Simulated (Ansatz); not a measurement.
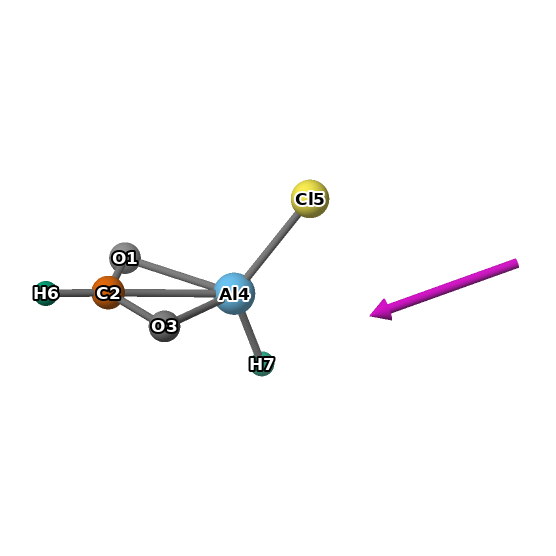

The arrow beside the molecule shows the direction of the dipole moment, from the negative to the positive end (its length means nothing). Computed geometry: PBE-D4/def2-SVP optimisation. No frequency run is at hand to confirm it as a minimum. Method: RKS PBE-D4/def2-SVP (Ansatz 0.2.0).

Q: Estimate the dipole moment.

A: 2.40 D; it points from the side of Cl5 to the side of H6 (the outermost atoms at the two ends).
